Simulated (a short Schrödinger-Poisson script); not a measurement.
System: symmetric double-gate stack, HfO2 on p-type Si(110), at 300 K.

```csv
layer,material,thickness (nm),Na (cm⁻³)
1,HfO2,11.7,-
2,Si,2,4e17
3,HfO2,11.7,-
```

The device is made up for the run: typed textbook-type constants, with dimensions and the other settings drawn at random. HfO2: permittivity 22, conduction-band edge (eV) 1.55, gap (eV) 5.7, electron mass (mₑ) 0.2. Si: permittivity 11.7, conduction-band edge (eV) 0, gap (eV) 1.124, Nv at 300 K (cm⁻³) 3.1e19.

Channel valleys (confinement mass, in-plane density-of-states mass, number): Δ4 0.315, 0.324, 4; Δ2 0.19, 0.417, 2. At the gates, both at one voltage, the conduction-band edge of layer 1 lies 1.6 eV − eVg above the Fermi level of the channel. Gaps are held at their typed values at every temperature. Mesh 0.03 nm at interfaces.

Solved with a short Schrödinger-Poisson script written for these runs: 1D Poisson equation in equilibrium, electrons quantum, Hartree (BenDaniel-Duke, 12 states a valley, the channel's in-plane mass for all, wave functions ending at the dielectric), parabolic valleys, classical holes, full ionisation, no traps, pinning or gate leakage.

Only gate voltages with over 1e8 electrons/cm² are shown.

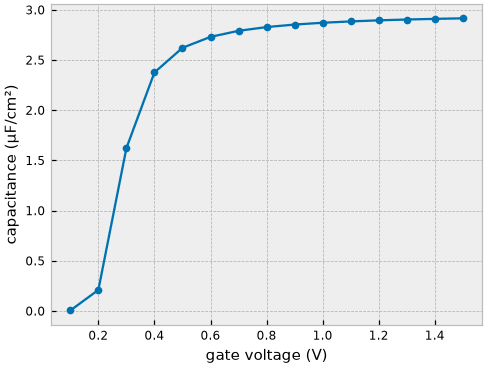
Figure: Quasi-static capacitance against gate voltage

| Vg (V) | electrons (cm⁻²) | C (μF/cm²) | Δ4 E0 (meV) | Δ4 E1 (meV) | Δ2 E0 (meV) | Δ2 E1 (meV) |
|---|---|---|---|---|---|---|
| 0.1 | 8.01e8 | 0.00505 | 252.5 | 1146.8 | 448.9 | - |
| 0.2 | 3.57e10 | 0.209 | 154.4 | 1048.6 | 350.7 | - |
| 0.3 | 5.67e11 | 1.62 | 82.4 | 976.1 | 278.7 | - |
| 0.4 | 1.86e12 | 2.38 | 50.4 | 942.9 | 246.8 | - |
| 0.5 | 3.43e12 | 2.62 | 33.1 | 924.1 | 229.4 | - |
| 0.6 | 5.10e12 | 2.73 | 21.2 | 910.5 | 217.5 | - |
| 0.7 | 6.83e12 | 2.79 | 12.0 | 899.6 | 208.3 | - |
| 0.8 | 8.58e12 | 2.83 | 4.3 | - | 200.6 | - |
| 0.9 | 1.04e13 | 2.85 | -2.3 | - | 194.0 | - |
| 1 | 1.21e13 | 2.87 | -8.3 | - | 188.0 | - |
| 1.1 | 1.39e13 | 2.88 | -13.8 | - | 182.5 | - |
| 1.2 | 1.57e13 | 2.89 | -18.9 | - | 177.4 | - |
| 1.3 | 1.76e13 | 2.90 | -23.7 | - | 172.6 | - |
| 1.4 | 1.94e13 | 2.91 | -28.3 | - | 168.1 | - |
| 1.5 | 2.12e13 | 2.91 | -32.7 | - | - | - |

Subbands count from the Fermi level; a dash marks a level above the dielectric's band edge. The capacitance is that of both gates.
